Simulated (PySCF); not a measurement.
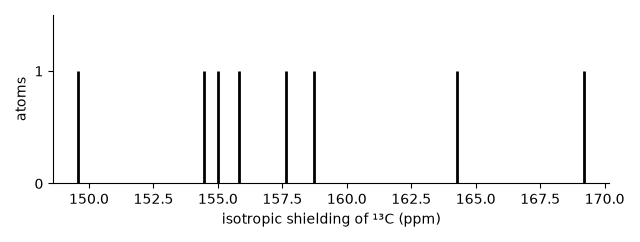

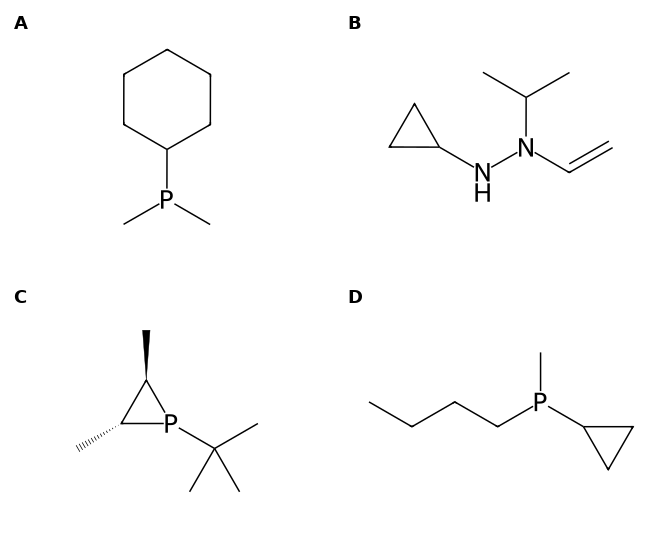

The sticks are computed shieldings of one of the molecules, for one fixed geometry (GFN2-xTB) without averaging over rotations. Low shielding means a high chemical shift. Method: GIAO PBE0/pcSseg-1 NMR shielding, non-relativistic, gas phase (PySCF 2.14.0).

Which molecule gives this pattern?

C, `C[C@@H]1[C@@H](C)P1C(C)(C)C`. Its 8 C atoms give lines at 149.6, 154.4, 155.0, 155.8, 157.7, 158.7, 164.3, 169.2 ppm.

The geometry is semi-empirical. Around P such bond lengths and angles can be off by a tenth of an ångström or more and by several degrees, and values that hang on the shape move with them.
